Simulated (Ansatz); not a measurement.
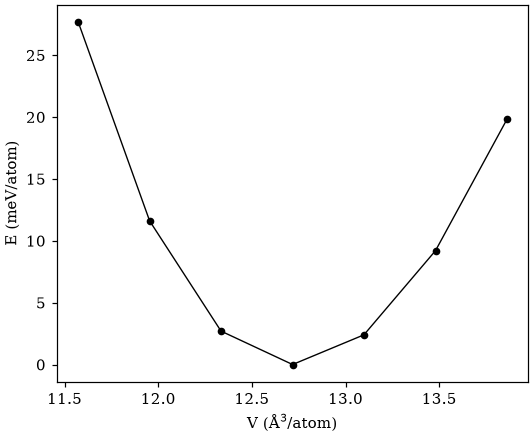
Figure: KMgF3 (cubic perovskite, space group No. 221) under volume change, plane-wave PAW PBEsol (Ansatz code), scaled uniformly.

### Question
What does a third-order Birch–Murnaghan fit give for V₀, B₀ and B′?

### Answer
V₀ = 12.72 Å³/atom, B₀ = 72.3 GPa, B′ = 4.5.

Space group Pm-3m (cubic perovskite). The PBEsol relaxation kept the symmetry of its start; of distortions, only those at the zone centre were tested.

Potentials: the later of the program's two PAW sets.
